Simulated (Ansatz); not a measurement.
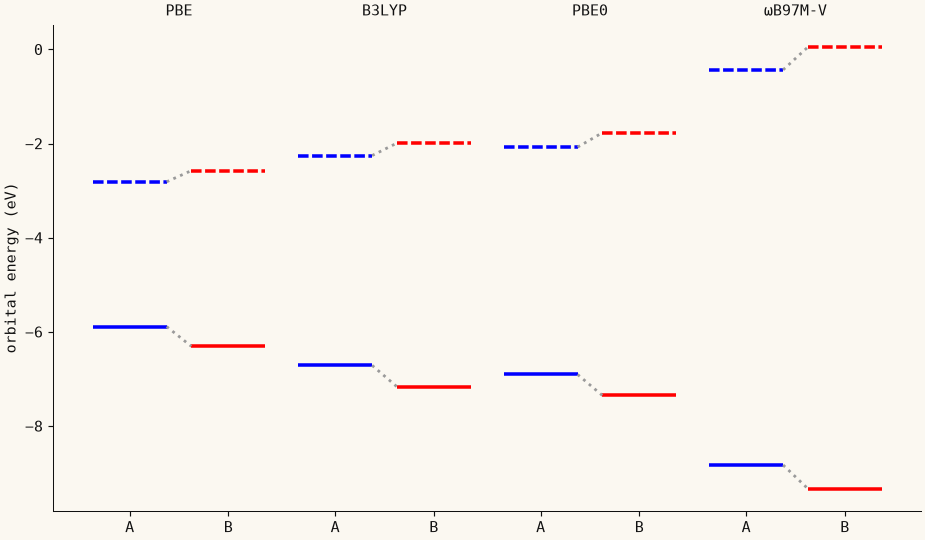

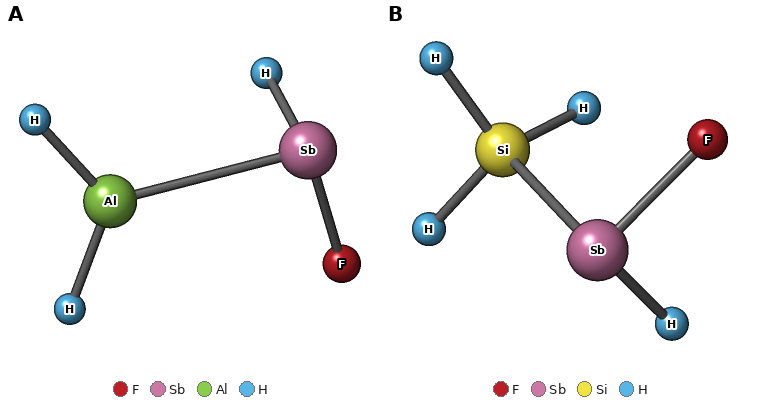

One change: A, AlSbH₃F (SMILES [F][SbH][AlH2]), becomes B, SiSbH₄F (SMILES [F][SbH][SiH3]). AlH₂ on Sb is replaced by SiH₃. HOMO (solid) and LUMO (dashed) computed in def2-TZVPP at PBE0-D4/def2-TZVP geometries, both minima by their frequencies, gas phase, the Ansatz code. Empty levels above zero depend strongly on the basis.

Q: What does the change do to HOMO and LUMO?

A: PBE: the HOMO falls by 0.42 eV, the LUMO rises by 0.24 eV, and the separation goes from 3.07 to 3.73 eV. B3LYP: the HOMO falls by 0.45 eV, the LUMO rises by 0.26 eV, and the separation goes from 4.46 to 5.17 eV. PBE0: the HOMO falls by 0.44 eV, the LUMO rises by 0.30 eV, and the separation goes from 4.83 to 5.58 eV. ωB97M-V: the HOMO falls by 0.50 eV, the LUMO rises by 0.48 eV, and the separation goes from 8.39 to 9.38 eV.

Q: Do the functionals agree on the effect?

A: They agree on the direction for both levels; the HOMO shift lies between −0.50 and −0.42 eV and the LUMO shift between 0.24 and 0.48 eV, while the separations themselves differ by up to 5.6 eV between functionals.

Known limits of this run: core potentials past krypton; spin-orbit coupling is left out, and with Sb it can shift these values.
